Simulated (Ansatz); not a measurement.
# TiNi: how the settings move a single-point run

Question: which choices in the input matter for TiNi?

Method: reference: DFT, r2SCAN, PAW with Ansatz's default frozen-core files, scalar-relativistic, in Ansatz 0.2.0.

## 1. Starting point

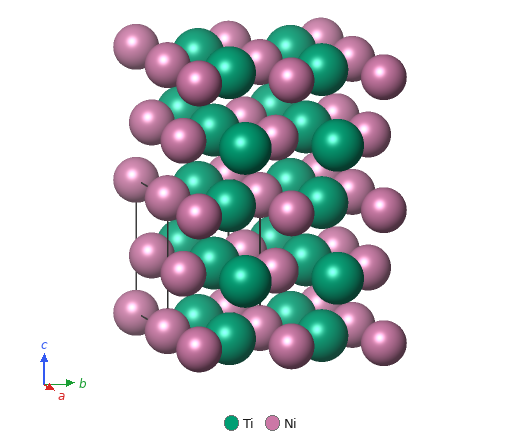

The starting structure, seen slightly off an axis (titanium teal, nickel pink). 2×2×2 cells are drawn. Atoms on the faces are drawn again on the opposite ones.

As a file:

```
Ti Ni
1.0
     0.00000    2.98807    2.98807
     2.98807    0.00000    0.00000
     0.00000    2.98807   -2.98807
Ti Ni
2 2
Direct
  0.50000 0.50000 0.00000
  0.00000 0.50000 0.50000
  0.00000 0.00000 0.00000
  0.50000 0.00000 0.50000
```

## 2. Reference

input.yaml

```yaml
crystal:
  lattice:
    - [0.0, 2.98806613, 2.98806613]
    - [2.98806613, 0.0, 0.0]
    - [0.0, 2.98806613, -2.98806613]
  atoms:
    - { symbol: Ti, position: [0.5, 0.5, 0.0] }
    - { symbol: Ti, position: [0.0, 0.5, 0.5] }
    - { symbol: Ni, position: [0.0, 0.0, 0.0] }
    - { symbol: Ni, position: [0.5, 0.0, 0.5] }
kpoints:
  mp_grid: { grid: [7, 10, 7] }
scf:
  occupations: { method: fermi_dirac, width: 0.05 }
  lower_state_search: "off"
hamiltonian:
  xc: r2scan
  pseudopotentials: { kind: paw }
output:
  forces: true
  stress: true
  eigenvalues: true
```

On the command line:

```
$ ansatz run input.yaml --threads 2 --pin off --max-ram 6144MiB --backend cpu --events-out ev --progress --plain --runs-dir out
```

Excerpt of the output:

```text
[...]
Basis set: ecut = 500 eV, 1371 PW (Γ), exchange–correlation on 128×96×128 points (64 copies of the dense FFT grid, shifted against one another)
[...]
k-points: 60 of 490
[...]
SCF iter   1: F=-16698.981052 eV  HF=-16700.739469 eV  |F-HF|=1.76e0  |Δ(HF+E_count)|=         —  Δρ=6.09e-2  dr2=2.08e0  dr2_τ=1.29e-1  ethr=1.77e-3  ⟨swp⟩=3.7  Hψ=6966  notcnv=0
preconditioner: auto → Kerker (q_TF=auto, 2.782 Å⁻¹)  [metal: Δε(μ)=0.004 eV  Ē_g=4.189 eV  σ=0.050 eV  W_gap=0.02  n_scr=18 (ndim 8)  ℏωp=26.9 eV  f_vac=0.000  D(μ)=3.18/eV (n_scr^D=30)]
SCF iter   2: F=-16694.028544 eV  HF=-16701.163332 eV  |F-HF|=7.13e0  |Δ(HF+E_count)|=   4.24e-1  Δρ=1.32e-1  dr2=7.24e0  dr2_τ=1.17e-1  ethr=1.77e-3  ⟨swp⟩=3.0  Hψ=4273  notcnv=0  recentre
[...]
SCF iter   8: F=-16700.694253 eV  HF=-16700.694262 eV  |F-HF|=8.78e-6  |Δ(HF+E_count)|=   1.16e-6  Δρ=1.46e-4  dr2=9.70e-6  dr2_τ=9.25e-8  ethr=2.26e-8  ⟨swp⟩=1.0  Hψ=2160  notcnv=0
SCF iter   9: F=-16700.694261 eV  HF=-16700.694261 eV  |F-HF|=3.23e-8  |Δ(HF+E_count)|=   6.01e-7  Δρ=9.14e-6  dr2=4.20e-8  dr2_τ=4.60e-10  ethr=1.67e-10  ⟨swp⟩=4.0  Hψ=9421  notcnv=0
[...]
SCF converged after 9 iterations
Free energy (F): -16700.694261 eV
[...]
E sigma→0 (E₀):  -16700.674894 eV
[...]
Fermi energy:    16.429134 eV
[...]
  P = ⅓ Tr σ = 0.0812 GPa (0.812 kbar)
[...]
```

It took 9 s on 2 threads of Arm Neoverse V1, shared host; peak memory 0.51 GiB.

## 3. Variant: ecutwfc 400 eV

Changes to input.yaml since step 2:

```diff
@@ -22 +22,3 @@
   eigenvalues: true
+basis:
+  ecutwfc: "400 eV"
```

On the command line:

```
$ ansatz run input.yaml --threads 2 --pin off --max-ram 6144MiB --backend cpu --events-out ev --progress --plain --runs-dir out
```

The program printed:

```text
Warning: basis.ecutwfc = 400 eV is below the records' recommended 500 eV, and the density's cutoff is lower with it unless basis.ecutrho_ratio is high enough to keep the records' density cutoff: compare with a run at a higher cutoff
Engine: ansatz 0.2.0
Pseudopotentials: kind: paw
Pseudopotential: Ti, paw, valence charge 12, recommended cutoff 500 eV (meta_gga)
Pseudopotential: Ni, paw, valence charge 18, recommended cutoff 500 eV (meta_gga)
Functional definition: r2SCAN
  parameter k0 = 0.174
  parameter k1 = 0.065
  parameter a1 = 4.9479
  exchange = r2scan_x(k0 = k0, k1 = k1, a1 = a1)
  correlation = r2scan_c
Crystal: 4 atoms, lattice volume = 53.358 Å³
Basis set: ecut = 400 eV, 961 PW (Γ), exchange–correlation on 120×80×120 points (64 copies of the dense FFT grid, shifted against one another)
Bands: 36, of which v1, the nominal top of the filled ones, is band 30 counted from 1 (29 counted from 0)
Symmetry: 32 space group operations
Space group: Pm-3m (ITA 221), of the structure as read, at distance tolerance 3.8e-5 Å
k-points: 60 of 490
Non-local potential: Ti, projectors of the file, l = 0: 3, l = 1: 2, l = 2: 3, l = 3: 1
Non-local potential: Ni, projectors of the file, l = 0: 3, l = 1: 2, l = 2: 3, l = 3: 1
PAW form: soft (Blöchl's): semilocal exchange-correlation on the pseudo side does not see the compensation charge
PAW frozen core: Ti, regenerated for the run's functional (the file was generated under x = pbe(κ = 0.804, μ = 0.2195149727645171), c = pbe(β = 0.06672455060314922))
PAW frozen core: Ni, regenerated for the run's functional (the file was generated under x = pbe(κ = 0.804, μ = 0.2195149727645171), c = pbe(β = 0.06672455060314922))
PAW one-centre angular grid: Ti, 590 points (default); XC on 160 Gauss nodes
PAW one-centre angular grid: Ni, 590 points (default); XC on 160 Gauss nodes
Initial density: superposition of atomic densities (neutral atoms: chi_scale 0, normalization atom), corrected by the library's trained network
Initial wavefunctions: pseudopotential atomic-orbital guess
Functional: x = r2scan, c = r2scan; τ floored in thin density (d = 2e-4 eV/Å³)
SCF iter   1: F=-16698.952417 eV  HF=-16700.722053 eV  |F-HF|=1.77e0  |Δ(HF+E_count)|=         —  Δρ=6.06e-2  dr2=2.06e0  dr2_τ=1.29e-1  ethr=1.77e-3  ⟨swp⟩=3.4  Hψ=6782  notcnv=0
preconditioner: auto → Kerker (q_TF=auto, 2.782 Å⁻¹)  [metal: Δε(μ)=0.004 eV  Ē_g=4.189 eV  σ=0.050 eV  W_gap=0.02  n_scr=18 (ndim 8)  ℏωp=26.9 eV  f_vac=0.000  D(μ)=3.18/eV (n_scr^D=30)]
SCF iter   2: F=-16693.680039 eV  HF=-16701.163736 eV  |F-HF|=7.48e0  |Δ(HF+E_count)|=   4.42e-1  Δρ=1.36e-1  dr2=7.69e0  dr2_τ=1.21e-1  ethr=1.77e-3  ⟨swp⟩=2.8  Hψ=4192  notcnv=0  recentre
SCF iter   3: F=-16700.519644 eV  HF=-16700.695077 eV  |F-HF|=1.75e-1  |Δ(HF+E_count)|=   4.69e-1  Δρ=1.75e-2  dr2=1.99e-1  dr2_τ=6.53e-4  ethr=1.77e-3  ⟨swp⟩=2.5  Hψ=3720  notcnv=0
SCF iter   4: F=-16700.671723 eV  HF=-16700.676607 eV  |F-HF|=4.88e-3  |Δ(HF+E_count)|=   1.85e-2  Δρ=5.44e-3  dr2=7.83e-3  dr2_τ=3.69e-4  ethr=3.32e-4  ⟨swp⟩=2.0  Hψ=3191  notcnv=0
SCF iter   5: F=-16700.677526 eV  HF=-16700.677400 eV  |F-HF|=1.26e-4  |Δ(HF+E_count)|=   7.93e-4  Δρ=9.28e-4  dr2=2.29e-4  dr2_τ=3.77e-5  ethr=1.31e-5  ⟨swp⟩=2.0  Hψ=3480  notcnv=0
SCF iter   6: F=-16700.677414 eV  HF=-16700.677554 eV  |F-HF|=1.40e-4  |Δ(HF+E_count)|=   1.55e-4  Δρ=6.39e-4  dr2=2.11e-4  dr2_τ=2.92e-6  ethr=3.81e-7  ⟨swp⟩=2.0  Hψ=3700  notcnv=0
SCF iter   7: F=-16700.677437 eV  HF=-16700.677565 eV  |F-HF|=1.29e-4  |Δ(HF+E_count)|=   1.10e-5  Δρ=5.89e-4  dr2=1.44e-4  dr2_τ=8.05e-7  ethr=3.51e-7  ⟨swp⟩=1.0  Hψ=2400  notcnv=0
SCF iter   8: F=-16700.677550 eV  HF=-16700.677554 eV  |F-HF|=3.18e-6  |Δ(HF+E_count)|=   1.18e-5  Δρ=9.15e-5  dr2=3.43e-6  dr2_τ=2.43e-8  ethr=2.39e-7  ⟨swp⟩=1.5  Hψ=2449  notcnv=0
SCF iter   9: F=-16700.677562 eV  HF=-16700.677562 eV  |F-HF|=2.12e-7  |Δ(HF+E_count)|=   8.36e-6  Δρ=2.15e-5  dr2=2.37e-7  dr2_τ=2.52e-9  ethr=5.72e-9  ⟨swp⟩=2.0  Hψ=2536  notcnv=0
SCF iter  10: F=-16700.677562 eV  HF=-16700.677562 eV  |F-HF|=1.42e-9  |Δ(HF+E_count)|=   1.37e-8  Δρ=1.91e-6  dr2=2.12e-9  dr2_τ=2.96e-11  ethr=1.67e-10  ⟨swp⟩=3.8  Hψ=6224  notcnv=0
SCF 1 converged in 10 iterations: F = -16700.677562 eV  dr2 = 2.12e-9
SCF converged after 10 iterations
Free energy (F): -16700.677562 eV
Harris-Foulkes:  -16700.677562 eV  (|F-HF|=1.42e-9)
Internal energy: -16700.638842 eV  (E = F + TS)
E sigma→0 (E₀):  -16700.658202 eV
Entropy (-TS):   -0.038720 eV (-9.680 meV/atom)
Fermi energy:    16.432002 eV
--- Per-component energies (eV) ---
  E_band       = -967.327546
  E_kinetic    = 1112.535611
  E_local      = -9149.165355  (includes V_loc(G=0)·N_el)
  E_nonlocal   = 1286.874994
  E_hartree    = 3861.372220
  E_xc         = -345.434992
  E_vxc        = -503.388509  (∫ρ·V_xc dr)
  E_paw        = -5397.218480  (= ΣΔE_a)
  E_vpaw       = -1473.293216  (= ΣTr[D̂ρ^β])
  E_aug_tail   = 0.001974  (compensation charges beyond the density's cutoff)
  E_vtau       = 36.361635  (kinetic-family band-sum trace: ∫τ·v_τ [+ j·A + Jᵃ·Aᵃ] dr)
  E_ewald      = -8068.497762
  E_core_change = -1.107051  (= ΣΔE_core)
  E_smearing   = -0.038720  (= −TS)
  E_closure    = -0.000000  (closes the sum)
  Σ components = -16700.677562   (vs F -16700.677562, Δ=0.00e0)
--- Forces (eV/Å), atoms counted from 1 ---
  atom   1  Ti     0.00000000    -0.00000000    -0.00000000
  atom   2  Ti     0.00000000     0.00000000     0.00000000
  atom   3  Ni     0.00000000     0.00000000     0.00000000
  atom   4  Ni     0.00000000     0.00000000     0.00000000
  max |Σ_I F_I| component: 6.31e-30 eV/Å
--- Stress (GPa, compression-positive) ---
       -0.398954      -0.000000      -0.000000
       -0.000000       0.323502       0.000000
       -0.000000      -0.000000       0.323502
  P = ⅓ Tr σ = 0.0827 GPa (0.827 kbar)
--- Band table (eV; the first three rows and the last of 60) ---
  k-point 0: bands = ["-90.7623", "-90.7607", "-49.6766", "-49.6766", "-49.6740", "-49.6715", "-49.6625", "-49.6625", "-43.2017", "-43.1398", "-18.4939", "-18.4939", "-18.2369", "-18.2369", "-18.2348", "-18.1825", "8.0876", "11.6590", "12.3482", "12.3564", "12.3610", "13.5569", "13.5569", "14.3595", "14.3595", "14.3676", "15.1212", "15.6815", "16.7250", "16.7250", "16.9671", "16.9678", "17.4516", "18.8159", "18.8159", "19.1369"]
  k-point 1: bands = ["-90.7623", "-90.7608", "-49.6760", "-49.6759", "-49.6739", "-49.6716", "-49.6633", "-49.6632", "-43.1983", "-43.1426", "-18.4839", "-18.4813", "-18.2525", "-18.2499", "-18.2324", "-18.1854", "8.2962", "11.6980", "12.3953", "12.4387", "12.4457", "13.5977", "13.6559", "14.3216", "14.3497", "14.4061", "14.8328", "15.3210", "16.4815", "16.8452", "16.9146", "16.9717", "17.4890", "18.6673", "18.8241", "18.8540"]
  k-point 2: bands = ["-90.7621", "-90.7610", "-49.6744", "-49.6739", "-49.6735", "-49.6720", "-49.6656", "-49.6651", "-43.1890", "-43.1504", "-18.4544", "-18.4462", "-18.2944", "-18.2860", "-18.2258", "-18.1932", "8.8978", "11.5529", "12.5820", "12.6447", "12.6961", "13.7117", "13.9233", "14.2139", "14.2447", "14.2832", "14.4950", "14.5308", "16.3802", "16.8036", "16.9831", "16.9849", "17.3197", "18.1364", "18.3131", "18.3222"]
  k-point 59: bands = ["-90.7607", "-90.7607", "-49.6883", "-49.6881", "-49.6765", "-49.6758", "-49.6607", "-49.6600", "-43.1412", "-43.1383", "-18.4942", "-18.4923", "-18.4902", "-18.4802", "-18.1987", "-18.1861", "11.6937", "11.7449", "12.3624", "12.4024", "13.5453", "13.5527", "13.5879", "13.6033", "14.9432", "15.1164", "15.5824", "15.6848", "16.3791", "16.4453", "16.4520", "16.9364", "17.4660", "17.5148", "18.7466", "18.8133"]
```

Run time: 6.8 s. Hardware: 2 threads of Arm Neoverse V1, shared host; peak memory 0.46 GiB.

Changing the cutoff moves the energy by +4.2 meV/atom. The lower cutoff gives the higher energy: the smaller basis describes the state less well. The log warns that the cutoff is under what these potentials recommend, so the shift is basis error.

## 4. Comparison

```
              run     ending  energy change  pressure (GPa)  gap (eV)  force (eV/Å)  cycles   time
        reference  converged              0             0.1      0.00          0.00       9    9 s
1: ecutwfc 400 eV  converged  +4.2 meV/atom             0.1      0.00          0.00      10  6.8 s
```

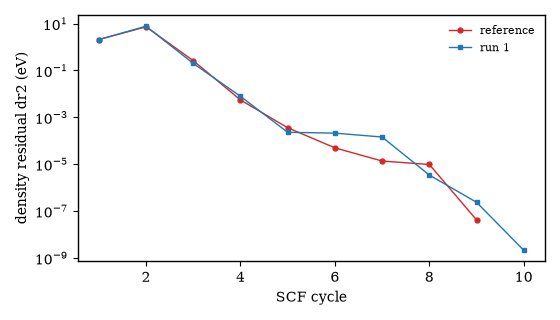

Residual by cycle in the longest SCF loop of each run; runs are numbered as in the table.

Changing the cutoff moves the energy by +4.2 meV/atom. The log warns that the cutoff is under what these potentials recommend, so the shift is basis error. Run 1 ran under the cutoff that the potentials recommend, as the log warns, so basis error is mixed into its values.
